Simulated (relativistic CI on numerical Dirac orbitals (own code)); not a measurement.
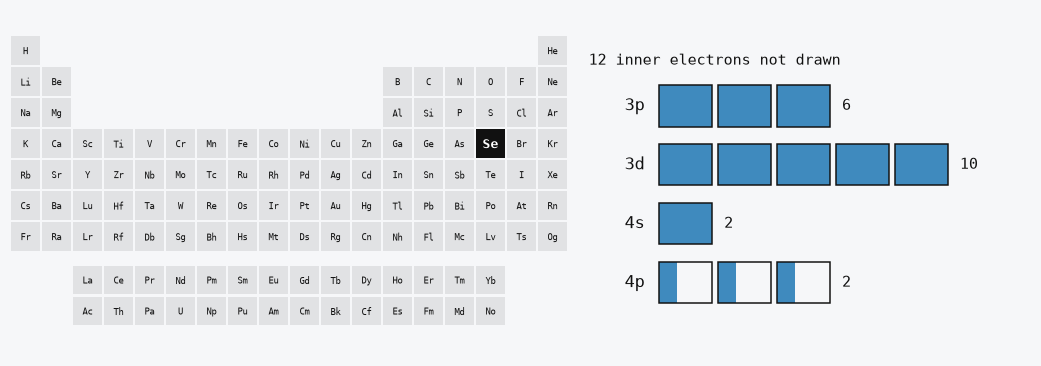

*Left, the place of selenium in the periodic table; right, the outer shells of the leading configuration of the lowest level: a box for each of the 2l + 1 orbitals, shaded by the share of the shell that is filled, with the electron count at the right.*

# Relativistic CI calculation for Se²⁺

System: Se²⁺.
Method: Dirac-Coulomb-Breit CI, KLI orbitals optimised for each configuration, model QED (radiative potential, 1s self-energy scaled to tabulated hydrogen-like ionisation energies), valence Slater integrals scaled by 0.85, P86 correlation energy added to each configuration, no configuration mixing (relativistic CI on numerical Dirac orbitals, in-house).

### Input
```
atom Se  Z=34  charge=2  electrons=32
nucleus A=80  rms_radius_fm=4.1400
hamiltonian dirac-coulomb  breit=on  qed=on  c_scale=1
orbitals kli  potential=per-configuration
slater_scale 0.85
correlation p86
mixing off
configurations
  [Ar] 3d10 4s2 4p2
  [Ar] 3d10 4s 4p3
  [Ar] 3d10 4s2 4p 4d
  [Ar] 3d10 4p4
  [Ar] 3d10 4s2 4p 4f
  [Ar] 3d10 4s2 4d2
  [Ar] 3d10 4s2 4p 5s
  [Ar] 3d10 4s 4p2 4d
  [Ar] 3d10 4s2 4p 5p
  [Ar] 3d10 4s 4p2 4f
  [Ar] 3d10 4s2 4p 6s
  [Ar] 3d10 4s2 4p 5d
  [Ar] 3d10 4s2 4f2
  [Ar] 3d10 4s2 4p 6p
  [Ar] 3d10 4s2 4p 7s
  [Ar] 3d10 4s2 4p 5f
  [Ar] 3d10 4s2 4p 6d
  [Ar] 3d10 4s2 4p 5g
  [Ar] 3d10 4s2 4p 7p
  [Ar] 3d10 4p2 4d2
  [Ar] 3d10 4s2 4p 6f
  [Ar] 3d10 4s 4p2 5s
  [Ar] 3d10 4s2 4d 4f
  [Ar] 3d10 4s 4p2 5p
  [Ar] 3d10 4p3 4d
  [Ar] 3d10 4s2 4d 5s
  [Ar] 3d10 4s 4p 4d2
  [Ar] 3d10 4s2 5s2
  [Ar] 3d10 4s 4p2 6s
  [Ar] 3d10 4s 4p2 5d
  [Ar] 3d10 4p3 4f
  [Ar] 3d10 4p2 4f2
end
```

Launched within a batch (the task file carries these settings):
```bash
python <driver script> task.json out
```

The program writes its results to a structured record and prints no log; tables and figures of this report are taken from that record.

### The lowest 45 levels

```
Configuration                Level  E (cm⁻¹)  LS purity (%)  Landé g  Lifetime (s; – stable or not computed)
      4s² 4p²                  ³P₀         0             99        –                                       –
      4s² 4p²                  ³P₁     1,700            100    1.501                                 1.2×10¹
      4s² 4p²                  ³P₂     3,933             97    1.484                                 6.9×10⁰
      4s² 4p²                  ¹D₂    13,920             97    1.017                                4.6×10⁻¹
      4s² 4p²                  ¹S₀    29,910             99        –                                4.6×10⁻²
       4s 4p³                 ⁵S°₂    61,860            100    2.000                                8.4×10⁻⁷
       4s 4p³                 ³D°₁    97,560             98    0.521                               5.0×10⁻¹⁰
       4s 4p³                 ³D°₂    97,610             96    1.179                               5.3×10⁻¹⁰
       4s 4p³                 ³D°₃    98,220            100    1.334                               5.6×10⁻¹⁰
       4s 4p³                 ³P°₀   108,600            100        –                               3.8×10⁻¹⁰
       4s 4p³                 ³P°₁   108,900             98    1.481                               3.8×10⁻¹⁰
       4s 4p³                 ³P°₂   109,300             96    1.489                               3.9×10⁻¹⁰
    4s² 4p 4d                 ³F°₂   124,500             87    0.709                                3.0×10⁻⁹
    4s² 4p 4d                 ³F°₃   126,300             99    1.086                                6.0×10⁻⁹
    4s² 4p 5s                 ³P°₀   128,100            100        –                               3.0×10⁻¹⁰
    4s² 4p 4d                 ¹D°₂   128,400             84    0.978                               4.0×10⁻¹⁰
    4s² 4p 4d                 ³F°₄   128,400            100    1.250                                 5.0×10⁰
    4s² 4p 5s                 ³P°₁   128,800             88    1.443                               2.9×10⁻¹⁰
    4s² 4p 5s                 ³P°₂   132,400            100    1.501                               3.0×10⁻¹⁰
    4s² 4p 5s                 ¹P°₁   135,100             88    1.058                               2.0×10⁻¹⁰
    4s² 4p 4d                 ³P°₂   135,800             63    1.369                               1.2×10⁻¹⁰
    4s² 4p 4d  [4p₁/₂ 4d₃/₂] J = 1   136,000             64    0.851                               9.4×10⁻¹¹
       4s 4p³                 ¹D°₂   138,400            100    1.002                               7.9×10⁻¹¹
    4s² 4p 4d                 ³P°₀   138,500            100        –                               1.4×10⁻¹⁰
    4s² 4p 4d                 ³D°₃   138,600             98    1.329                               8.1×10⁻¹¹
    4s² 4p 4d  [4p₃/₂ 4d₃/₂] J = 1   138,700             65    1.153                               1.1×10⁻¹⁰
    4s² 4p 4d                 ³D°₂   138,900             66    1.278                               9.4×10⁻¹¹
       4s 4p³                 ³S°₁   141,900             92    1.925                               4.4×10⁻¹¹
       4s 4p³                 ¹P°₁   149,700             92    1.074                               6.8×10⁻¹¹
    4s² 4p 4d                 ¹P°₁   152,300             98    0.996                               1.3×10⁻¹⁰
    4s² 4p 5p  [4p₁/₂ 5p₁/₂] J = 1   152,400             53    0.756                                3.2×10⁻⁹
    4s² 4p 4d                 ¹F°₃   154,200             99    1.002                               5.3×10⁻¹¹
    4s² 4p 5p  [4p₁/₂ 5p₃/₂] J = 1   154,700             37    1.015                                3.0×10⁻⁹
    4s² 4p 5p                  ³D₂   154,800             87    1.183                                2.5×10⁻⁹
    4s² 4p 5p                  ³P₀   156,300             96        –                                3.1×10⁻⁹
    4s² 4p 5p                  ³P₁   157,900             59    1.352                                3.1×10⁻⁹
    4s² 4p 5p                  ³D₃   158,000            100    1.334                                2.4×10⁻⁹
    4s² 4p 5p                  ³P₂   159,400             84    1.440                                3.0×10⁻⁹
    4s² 4p 5p                  ³S₁   160,100             78    1.880                                2.8×10⁻⁹
    4s² 4p 5p                  ¹D₂   162,800             89    1.046                                3.1×10⁻⁹
    4s² 4p 5p                  ¹S₀   168,200             96        –                                2.1×10⁻⁹
    4s² 4p 6s                 ³P°₀   188,000            100        –                               5.2×10⁻¹⁰
    4s² 4p 6s     [4p₁/₂ 6s] J = 1   188,300             76    1.382                               4.8×10⁻¹⁰
    4s² 4p 5d  [4p₁/₂ 5d₃/₂] J = 2   188,500             74    0.760                                1.3×10⁻⁹
    4s 4p² 4d                  ⁵F₁   189,400             98    0.019                                1.7×10⁻⁷
```

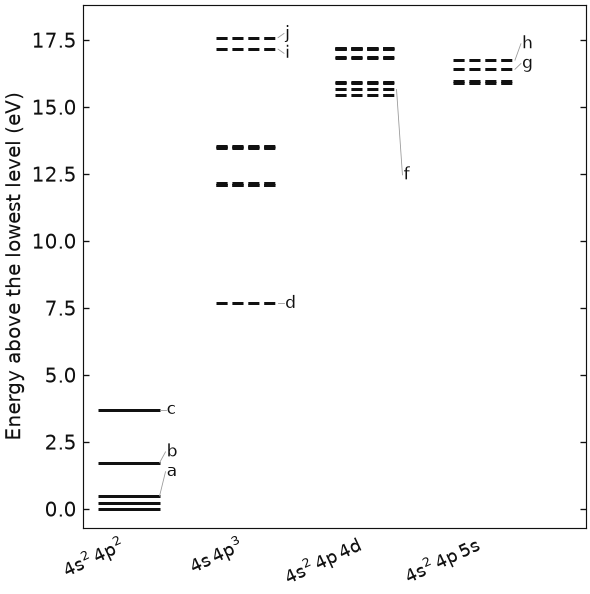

*The lowest levels of Se²⁺, with 10 of them lettered.*

a: 4s² 4p² ³P₂ at 0.4876 eV; b: 4s² 4p² ¹D₂ at 1.726 eV; c: 4s² 4p² ¹S₀ at 3.709 eV; d: 4s 4p³ ⁵S°₂ at 7.670 eV; e: 4s² 4p 4d ³F°₂ at 15.43 eV; f: 4s² 4p 4d ³F°₃ at 15.66 eV; g: 4s² 4p 5s ³P°₂ at 16.41 eV; h: 4s² 4p 5s ¹P°₁ at 16.75 eV; i: 4s 4p³ ¹D°₂ at 17.16 eV; j: 4s 4p³ ³S°₁ at 17.59 eV.

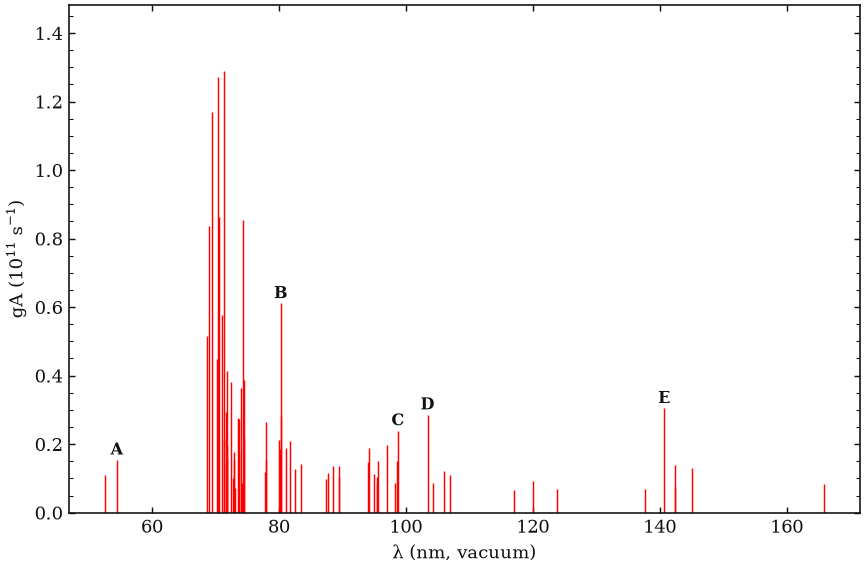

*The stronger electric dipole lines (weighted rates gA) for Se III (Se²⁺).*

A: 4s² 4p 5d ¹F°₃ → 4s² 4p² ¹D₂, 54.43 nm, gA = 1.5×10¹⁰ s⁻¹; B: 4s 4p³ ¹D°₂ → 4s² 4p² ¹D₂, 80.33 nm, gA = 6.1×10¹⁰ s⁻¹; C: 4s 4p² 4d ³G₅ → 4s² 4p 4d ³F°₄, 98.76 nm, gA = 2.4×10¹⁰ s⁻¹; D: 4p⁴ ¹D₂ → 4s 4p³ ¹D°₂, 103.4 nm, gA = 2.9×10¹⁰ s⁻¹; E: 4s² 4p 4f ³G₅ → 4s² 4p 4d ³F°₄, 140.7 nm, gA = 3.0×10¹⁰ s⁻¹. The strongest lettered line, B, lies in the extreme ultraviolet region.

### Results in brief

| quantity | value |
| --- | --- |
| outcome | converged |
| lowest level | 4s² 4p² ³P₀ |
| first excited level | 4s² 4p² ³P₁, 1,700 cm⁻¹ |
| levels computed | 889 |
| SCF iterations | 314 |
| hardware | 1 CPU thread, shared host |
| wall time | 3.8 s |

### Remarks

Caveats: near-neutral ion: configurations can be misplaced by up to about 10000 cm⁻¹, over 20000 where the f count changes; rates and lifetimes follow the computed energies and can be off by orders of magnitude; the fine structure of a weakly bound d or f electron outside closed shells is too small or inverted; only a limited list of configurations is included, so lower levels can be missing; only lines among the lowest 216 of 889 levels are drawn, so those from 4s 4p² 5p are incomplete.
